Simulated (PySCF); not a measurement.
# C$_{3}$H$_{7}$FSi: what the fields show

The calculation's input:

```
{"job": {"kind": "uv", "xc": "CAM-B3LYP", "basis": "def2-SVPD", "nstates": 8, "ntriplets": 3}, "charge": 0, "multiplicity": 1}
F     -1.892990     0.590624    -1.594098
C     -0.749099     0.026832    -1.103716
C     -0.882319    -1.057300    -0.093855
C     -0.376294     0.305377     0.316468
Si     1.431936     0.572547     0.773860
H     -0.002422    -0.020468    -1.886315
H     -0.187452    -1.881882    -0.140489
H     -1.881422    -1.339085     0.203208
H     -1.102272     0.908044     0.849700
H      1.614582     0.227851     2.183510
H      1.779439     1.972202     0.532162
H      2.249510    -0.305428    -0.066462
```

Command:

```sh
OMP_NUM_THREADS=1 python probes_run.py task.json out
```

Geometry: GFN2-xTB.

Theory: CAM-B3LYP/def2-SVPD, SCF density, gas phase (PySCF 2.14.0).

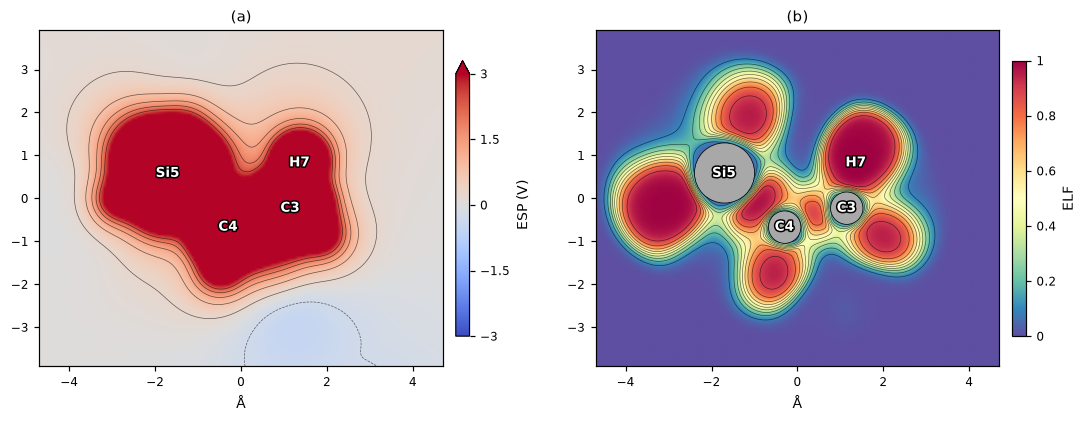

Figure 1. (a) molecular electrostatic potential; (b) ELF on the plane of atoms C3, C4 and Si5. Grey discs cover the atomic cores in the ELF map.

**What do the fields say about this system?**

Atoms in the plane: C, Si and H.
C–C (1.51 Å): the ELF peaks at about 0.85 between the atoms (a covalent bond).
C–Si (1.88 Å): the ELF peaks at about 0.95 between the atoms: localised, covalent bonding.
C–H (1.08 Å): the ELF climbs to about 1 towards the hydrogen, as it does in any bond to H; a covalent bond by its length.
Outside the dense part of the molecule the potential is most negative (−0.5 V) near F1, which lies off the plane.

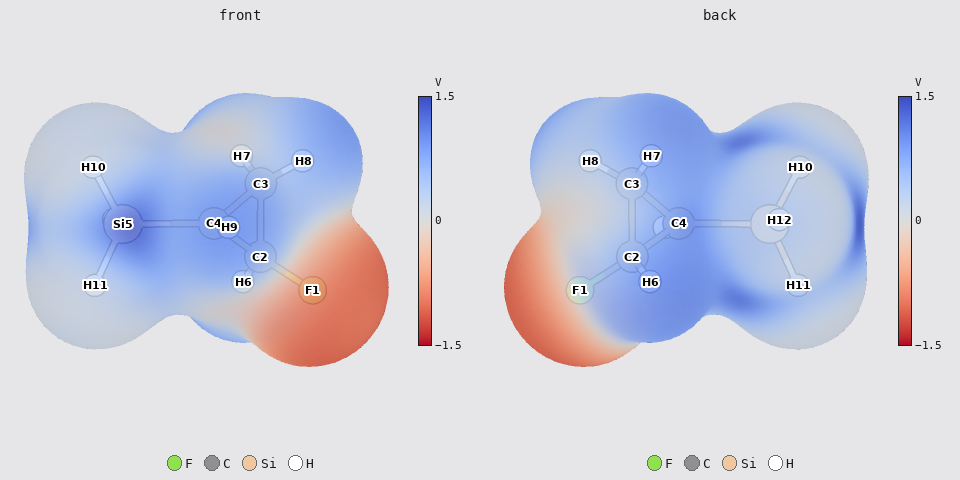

Figure 2. The electrostatic potential painted on the density surface at 0.002 e/bohr³, seen from the front and from behind; the colour scale runs from red (negative) to blue (positive).

**Where is the surface potential most negative and most positive?**

The most negative region (about −1.1 V) lies over F1, the most positive (about +1.3 V) over Si5.
